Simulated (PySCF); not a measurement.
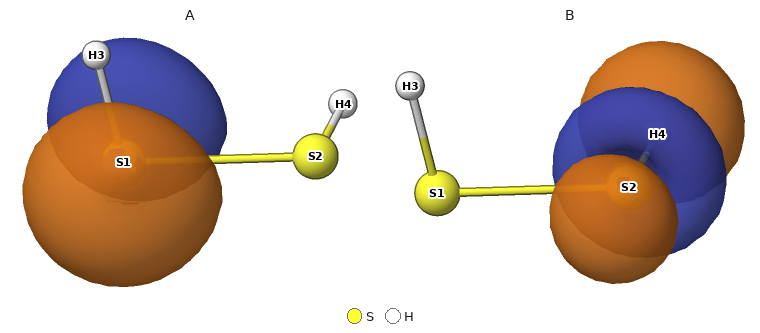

H2S2, SMILES `SS`. Intrinsic bond orbitals (IBO), occupied and valence-virtual; each surface holds about 70 % of the orbital's density. Energies are diagonal elements of the Fock matrix.

Method: LDA (SVWN)/cc-pVTZ; geometry: GFN2-xTB; program: PySCF. No frequency check shows the geometry to be a minimum. GFN2-xTB bond lengths at metals and heavier atoms can be off by up to 0.1 Å and shapes distorted, which carries into these values.

Geometry (Å), atoms numbered from 1:

```
S1       1.0201   -0.0704   -0.0522
S2      -1.0201    0.0704   -0.0522
H3       1.2771    0.8998    0.8356
H4      -1.2771   -0.8998    0.8356
```

What does each orbital represent in a Lewis picture?

Answer. By panel:
- A: lone pair on S1 (p-type) (S1 99 %; −6.9 eV)
- B: σ* orbital H4–S2 (H4 56 %, S2 43 %; 2.2 eV)

How do all the valence pairs divide up?

Answer. 7 pairs: 4 lone pairs and 3 σ bonds.

The PySCF run took 3.4 s on 1 thread of Arm Neoverse V2 (shared host), peak memory 0.23 GiB.
